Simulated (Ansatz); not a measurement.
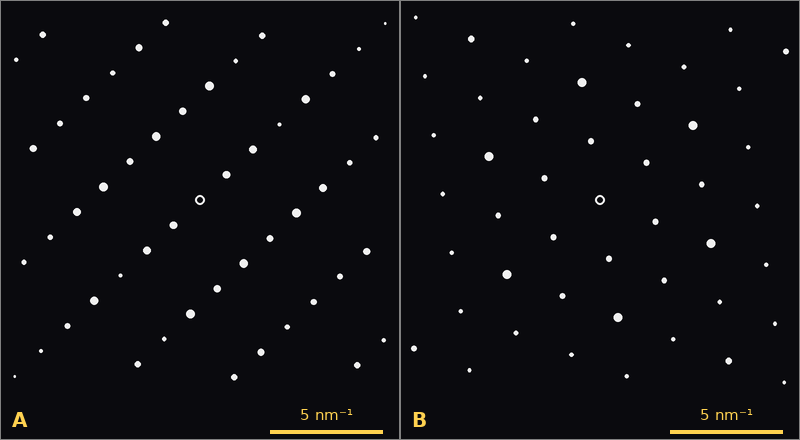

Kinematic electron diffraction patterns (200 kV, B = 0.5 Å², same scale, each along a low-index zone) of two structures of composition Na2F, each relaxed at zero pressure with DFT PBE, scalar-relativistic, plane waves, PAW in Ansatz.

The structures (standard cells):
1. R3m (No. 160), a = 3.371 Å, c = 18.246 Å (hexagonal axes), 9 atoms; generated start, possibly hypothetical
2. Pn-3m (No. 224), a = 5.283 Å, 6 atoms; generated start, possibly hypothetical

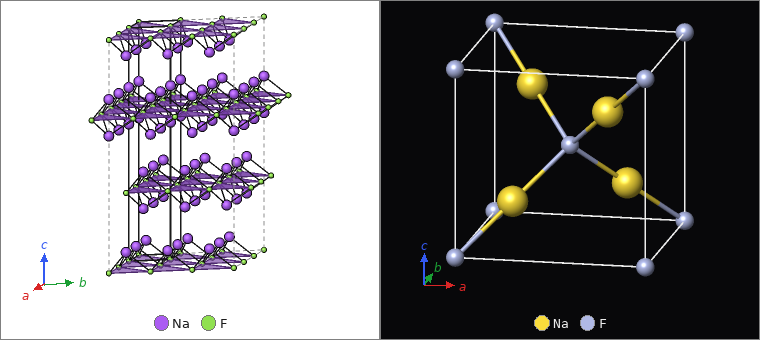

Drawings of the structures 1 to 2, from left to right (each may span several cells).

### Which pattern belongs to which structure, and along which zone?

A is structure 1 along [100] or an equivalent direction: oblique net of 0 0 3 at d = 6.08 Å and 0 -1 1 at d = 2.88 Å, 80.9° apart. B is structure 2 along [111] or an equivalent direction: hexagonal net of -1 1 0 at d = 3.74 Å and -1 0 1 at d = 3.74 Å, 60.0° apart.

### Rank the structures by their computed energy.

Structure 1 (R3m, 19.95 Å³ an atom) is the lowest of these; structure 2 (Pn-3m, 24.57 Å³ an atom) lies about 110 meV an atom higher. These are static energies at 0 K; other structures, not shown, may lie lower still.
